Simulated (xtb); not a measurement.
Run report: C3H7BSi (charge +1), geometry relaxation (part 1 of 2)

C3H7BSi, charge +1, multiplicity 2, computed with GFN2-xTB, GBSA solvent acetone (xtb 6.7.1).

The starting geometry was optimised with GFN2-xTB.

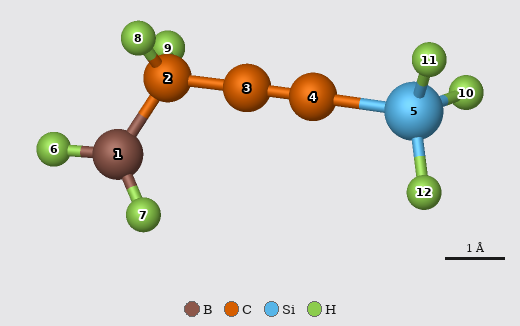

Figure 1. The starting structure (ball-and-stick view, seen at a tilt; atoms are numbered from 1 in the order of the input). Bond lengths as drawn: B–C 1.57 Å, B–H 1.17 Å, C–C 1.21 to 1.45 Å, C–H 1.10 Å, C–Si 1.84 Å and H–Si 1.47 Å.

## Input (mol.coord)
```
$coord
     -3.411703986495      1.096417207782      3.337388616918  b
     -0.897359126992     -0.469918195411      3.091705323455  c
      0.314440978507     -0.420084227778      0.639764889766  c
      1.300586997739     -0.372705014382     -1.414250244683  c
      2.800797104378     -0.268114342562     -4.550141144384  si
     -4.421258043232      1.153830866900      5.303317947519  h
     -4.273131860953      2.168472066365      1.612463617895  h
     -1.293693276836     -2.442951006514      3.591156158742  h
      0.462096618981      0.177059778973      4.515944660433  h
      5.196773298887      1.110828259208     -4.343363532375  h
      3.265197299505     -2.864577250810     -5.403645397202  h
      1.102573935496      1.027428976150     -6.316086428394  h
$end
```

## File detailed.inp
```
$hess
   step=0.02
$end
```

Machine: 1 thread of Intel Xeon @ 2.50GHz (Skylake/Cascade Lake), 64 GiB of memory available, shared host.

Launched with:
```bash
xtb mol.coord --iterations 30 -I detailed.inp -v --chrg 1 --uhf 1 --bhess lax --gbsa acetone > mol.out 2> xtb.err
```

## What the program printed
```
* xtb version 6.7.1
$$$$$$$$$$$$$$$$$$$$$$$$$$$$$$$$$$$$$$$$$$$$$$$$$$$$$$$$$$$$$$$$$$$$$$$$
 CONSTRAINTS & SCANS: DEBUG SECTION
$$$$$$$$$$$$$$$$$$$$$$$$$$$$$$$$$$$$$$$$$$$$$$$$$$$$$$$$$$$$$$$$$$$$$$$$
   ID    Z sym.   atoms
    1    5 b      1
    2    6 c      2-4
    3   14 si     5
    4    1 h      6-12
> hess
-> step=0.02
$$$$$$$$$$$$$$$$$$$$$$$$$$$$$$$$$$$$$$$$$$$$$$$$$$$$$$$$$$$$$$$$$$$$$$$$

           -------------------------------------------------
          |                Calculation Setup                |
           -------------------------------------------------

          program call               : xtb mol.coord --iterations 30 -I detailed.inp -v --chrg 1 --uhf 1 --bhess lax --gbsa acetone
          coordinate file            : mol.coord
          xtbhome directory          : .
          path for xtb               : [file]
          xcontrol input file        : detailed.inp
          omp threads                :                     1

           -------------------------------------------------
          |                 G F N 2 - x T B                 |
           -------------------------------------------------

      * Hamiltonian:
        H0-scaling (s, p, d)           1.850000    2.230000    2.230000
        zeta-weighting                 0.500000
      * Dispersion:
        s8                             2.700000
        a1                             0.520000
        a2                             5.000000
        s9                             5.000000
      * Repulsion:
        kExp                           1.500000    1.000000
        rExp                           1.000000
      * Coulomb:
        alpha                          2.000000
        third order                    shell-resolved
        anisotropic                    true
        a3                             3.000000
        a5                             4.000000
        cn-shift                       1.200000
        cn-exp                         4.000000
        max-rad                        5.000000

      * Solvation model:               GBSA
        Solvent                        acetone
        Parameter file                 internal GFN2-xTB/GBSA
        Dielectric constant                2.0700E+01
        Reference state                gsolv [1 M gas/solution]
        Free energy shift                  4.0156E-03 Eh       2.5198E+00 kcal/mol
        Temperature                        2.9815E+02 K
        Density                            7.9000E-01 kg/L
        Solvent mass                       5.8080E+01 g/mol
        Interaction kernel             Still
        Born radius scaling (c1)           1.6568E+00
        Born radii integrator          GBOBC
        Born offset                        0.0000E+00 a0       0.0000E+00 AA
        H-bond correction              true
        Ion screening                  false
        Surface tension                    1.0000E-05 Eh       1.5569E+01 dyn/cm
        Grid points                               230 per atom

          ...................................................
          :                      SETUP                      :
          :.................................................:
          :  # basis functions                  33          :
          :  # atomic orbitals                  32          :
          :  # shells                           18          :
          :  # electrons                        25          :
          :  max. iterations                    30          :
          :  Hamiltonian                  GFN2-xTB          :
          :  restarted?                      false          :
          :  GBSA solvation                   true          :
          :  PC potential                    false          :
          :  electronic temp.          300.0000000     K    :
          :  accuracy                    1.0000000          :
          :  -> integral cutoff          0.2500000E+02      :
          :  -> integral neglect         0.1000000E-07      :
          :  -> SCF convergence          0.1000000E-05 Eh   :
          :  -> wf. convergence          0.1000000E-03 e    :
          :  Broyden damping             0.4000000          :
          :  net charge                          1          :
          :  unpaired electrons                  1          :
          ...................................................

 iter      E             dE          RMSdq      gap      omega  full diag
   1    -12.6158456 -0.126158E+02  0.935E+00    4.49       0.0  T
   2    -12.6832621 -0.674165E-01  0.565E+00    3.12       1.0  T
   3    -12.5188865  0.164376E+00  0.334E+00    4.45       1.0  T
   4    -12.6581896 -0.139303E+00  0.213E+00    2.80       1.0  T
   5    -12.6967388 -0.385492E-01  0.121E+00    3.70       1.0  T
   6    -12.6956565  0.108230E-02  0.991E-01    3.67       1.0  T
   7    -12.6959906 -0.334132E-03  0.938E-01    3.78       1.0  T
   8    -12.6987415 -0.275087E-02  0.440E-01    3.87       1.0  T
   9    -12.6990522 -0.310724E-03  0.219E-01    3.97       1.0  T
  10    -12.6991188 -0.665928E-04  0.885E-02    3.94       1.0  T
  11    -12.6991698 -0.509420E-04  0.580E-02    4.00       1.0  T
  12    -12.6991751 -0.534335E-05  0.348E-02    4.00       1.0  T
  13    -12.6991877 -0.126126E-04  0.747E-03    3.98       3.9  T
  14    -12.6991878 -0.113544E-06  0.381E-03    3.98       7.6  T
  15    -12.6991878  0.271655E-07  0.451E-03    3.98       6.4  T
  16    -12.6991879 -0.840016E-07  0.447E-04    3.98      64.6  T
  17    -12.6991879 -0.283183E-08  0.168E-04    3.98     171.5  T

   *** convergence criteria satisfied after 17 iterations ***

         #    Occupation            Energy/Eh            Energy/eV
      -------------------------------------------------------------
         1        2.0000           -0.7792595             -21.2047
       ...           ...                  ...                  ...
         7        2.0000           -0.5084739             -13.8363
         8        2.0000           -0.4901676             -13.3381
         9        2.0000           -0.4804063             -13.0725
        10        2.0000           -0.4739085             -12.8957
        11        1.9999           -0.4659281             -12.6785
        12        1.8449           -0.4583055             -12.4711
        13        1.1551           -0.4550846             -12.3835 (HOMO)
        14                         -0.3087040              -8.4003 (LUMO)
        15                         -0.2691511              -7.3240
        16                         -0.2689864              -7.3195
        17                         -0.2324771              -6.3260
        18                         -0.1976086              -5.3772
       ...                                ...                  ...
        32                          1.2689585              34.5301
      -------------------------------------------------------------
                  HL-Gap            0.1463806 Eh            3.9832 eV
             Fermi-level           -0.4192946 Eh          -11.4096 eV

 SCC (total)                   0 d,  0 h,  0 min,  0.016 sec
 SCC setup                      ...        0 min,  0.000 sec (  2.965%)
 Dispersion                     ...        0 min,  0.000 sec (  0.599%)
 classical contributions        ...        0 min,  0.000 sec (  0.213%)
 integral evaluation            ...        0 min,  0.002 sec ( 12.777%)
 iterations                     ...        0 min,  0.008 sec ( 52.344%)
 molecular gradient             ...        0 min,  0.005 sec ( 29.960%)
 printout                       ...        0 min,  0.000 sec (  1.022%)

         :::::::::::::::::::::::::::::::::::::::::::::::::::::
         ::                     SUMMARY                     ::
         :::::::::::::::::::::::::::::::::::::::::::::::::::::
         :: total energy             -12.455525178911 Eh    ::
         :: total w/o Gsasa/hb       -12.446783436559 Eh    ::
         :: gradient norm              0.077201790277 Eh/a0 ::
         :: HOMO-LUMO gap              3.983218986176 eV    ::
         ::.................................................::
         :: HOMO orbital eigv.       -12.383482020575 eV    ::
         :: LUMO orbital eigv.        -8.400263034399 eV    ::
         ::.................................................::
         :: SCC energy               -12.699191354366 Eh    ::
         :: -> isotropic ES            0.110942655601 Eh    ::
         :: -> anisotropic ES         -0.014574589524 Eh    ::
         :: -> anisotropic XC          0.011787521686 Eh    ::
         :: -> dispersion             -0.005131605124 Eh    ::
         :: -> Gsolv                  -0.072897009449 Eh    ::
         ::    -> Gelec               -0.064155267097 Eh    ::
         ::    -> Gsasa               -0.010385082901 Eh    ::
         ::    -> Ghb                 -0.002372210456 Eh    ::
         ::    -> Gshift               0.004015551005 Eh    ::
         :: repulsion energy           0.243666175455 Eh    ::
         :: add. restraining           0.000000000000 Eh    ::
         :: total charge               1.000000000001 e     ::
         ::.................................................::
         :: atomisation energy         2.454937189731 Eh    ::
         :::::::::::::::::::::::::::::::::::::::::::::::::::::

metadynamics with 1 initial structures loaded
           -------------------------------------------------
          |           Optimal kpush determination           |
           -------------------------------------------------
      -----------------------------------------------------------
     |                   =====================                   |
     |                        A N C O P T                        |
     |                   =====================                   |
     |               Approximate Normal Coordinate               |
     |                Rational Function Optimizer                |
      -----------------------------------------------------------
target rmsd / Å         0.100000
unbiased initial rmsd   0.065649

iter. min.        max.        rmsd       kpush
final kpush: -0.000000
           -------------------------------------------------
          |            Biased Numerical Hessian             |
           -------------------------------------------------
kpush                :  -0.00000
alpha                :   1.00000
step length          :   0.02000
SCC accuracy         :   0.30000
Hessian scale factor :   1.00000
frozen atoms in %    :   0.00000    0
RMS gradient         :   0.00196
estimated CPU  time      0.01 min

writing file <hessian>.

 projected vibrational frequencies (cm⁻¹)
    freq   fc_tb      fc_bias    scal
   -0.00  -0.000000   0.000000   1.0000
   -0.00   0.000000   0.000000   1.0000
   -0.00  -0.000000   0.000000   1.0000
    0.00   0.000000   0.000000   1.0000
    0.00  -0.000000   0.000000   1.0000
    0.00   0.000000   0.000000   1.0000
   15.10   0.000009   0.000000   1.0000
   75.11   0.000213   0.000000   1.0000
   83.43   0.000263   0.000000   1.0000
  128.72   0.000627   0.000000   1.0000
  157.25   0.000936   0.000000   1.0000
  238.14   0.002146   0.000000   1.0000
  300.24   0.003411   0.000000   1.0000
  434.05   0.007130   0.000000   1.0000
  478.75   0.008674   0.000000   1.0000
  509.46   0.009822   0.000000   1.0000
  528.85   0.010584   0.000000   1.0000
  589.45   0.013149   0.000000   1.0000
  636.06   0.015311   0.000000   1.0000
  702.42   0.018672   0.000000   1.0000
  723.10   0.019787   0.000000   1.0000
  800.65   0.024259   0.000000   1.0000
  839.57   0.026675   0.000000   1.0000
 1014.91   0.038980   0.000000   1.0000
 1047.00   0.041485   0.000000   1.0000
 1109.20   0.046560   0.000000   1.0000
 1139.79   0.049163   0.000000   1.0000
 1307.59   0.064704   0.000000   1.0000
 2001.25   0.151563   0.000000   1.0000
 2158.75   0.176358   0.000000   1.0000
 2223.69   0.187128   0.000000   1.0000
 2306.77   0.201372   0.000000   1.0000
 2676.69   0.271137   0.000000   1.0000
 2748.77   0.285936   0.000000   1.0000
 2912.39   0.320989   0.000000   1.0000
 2916.63   0.321925   0.000000   1.0000

eigval :       -0.00    -0.00    -0.00     0.00     0.00     0.00
eigval :       15.10    75.11    83.43   128.72   157.25   238.14
eigval :      300.24   434.05   478.75   509.46   528.85   589.45
eigval :      636.06   702.42   723.10   800.65   839.57  1014.91
eigval :     1047.00  1109.20  1139.79  1307.59  2001.25  2158.75
eigval :     2223.69  2306.77  2676.69  2748.77  2912.39  2916.63
           -------------------------------------------------
          |                Property Printout                |
           -------------------------------------------------

    * Orbital Energies and Occupations

         #    Occupation            Energy/Eh            Energy/eV
      -------------------------------------------------------------
         1        2.0000           -0.7736608             -21.0524
         2        2.0000           -0.6820246             -18.5588
         3        2.0000           -0.6509404             -17.7130
         4        2.0000           -0.5686118             -15.4727
         5        2.0000           -0.5532697             -15.0552
         6        2.0000           -0.5468202             -14.8797
         7        2.0000           -0.5092783             -13.8582
         8        2.0000           -0.4871028             -13.2547
         9        2.0000           -0.4791400             -13.0381
        10        2.0000           -0.4721849             -12.8488
        11        2.0000           -0.4695713             -12.7777
        12        1.9937           -0.4573394             -12.4448
        13        1.0063           -0.4477246             -12.1832 (HOMO)
        14                         -0.3152390              -8.5781 (LUMO)
        15                         -0.2680712              -7.2946
        16                         -0.2664503              -7.2505
        17                         -0.2338791              -6.3642
        18                         -0.2067373              -5.6256
        19                         -0.1894408              -5.1549
        20                         -0.0775541              -2.1104
        21                         -0.0677752              -1.8443
        22                          0.0789894               2.1494
        23                          0.1379905               3.7549
        24                          0.1494850               4.0677
       ...                                ...                  ...
        32                          1.1951095              32.5206
      -------------------------------------------------------------
                  HL-Gap            0.1324856 Eh            3.6051 eV
             Fermi-level           -0.4170069 Eh          -11.3473 eV

     #   Z          covCN         q      C6AA      α(0)
     1   5 b        2.780     0.261    17.445     6.983
     2   6 c        3.723    -0.113    22.769     6.814
     3   6 c        1.965     0.061    29.531     8.776
     4   6 c        1.862    -0.081    33.363     9.330
     5  14 si       3.629     0.466    98.567    19.047
     6   1 h        0.941    -0.009     3.207     2.800
     7   1 h        0.941    -0.009     3.221     2.806
     8   1 h        0.924     0.186     1.170     1.692
     9   1 h        0.924     0.183     1.190     1.706
    10   1 h        0.919    -0.017     3.364     2.868
    11   1 h        0.918     0.006     2.963     2.692
    12   1 h        0.910     0.065     2.139     2.288

 Mol. C6AA /au·bohr⁶  :       1653.573126
 Mol. C8AA /au·bohr⁸  :      54006.754519
 Mol. α(0) /au        :         67.801180

Wiberg/Mayer (AO) data.
largest (>0.10) Wiberg bond orders for each atom

 ---------------------------------------------------------------------------
     #   Z sym  total        # sym  WBO       # sym  WBO       # sym  WBO
```
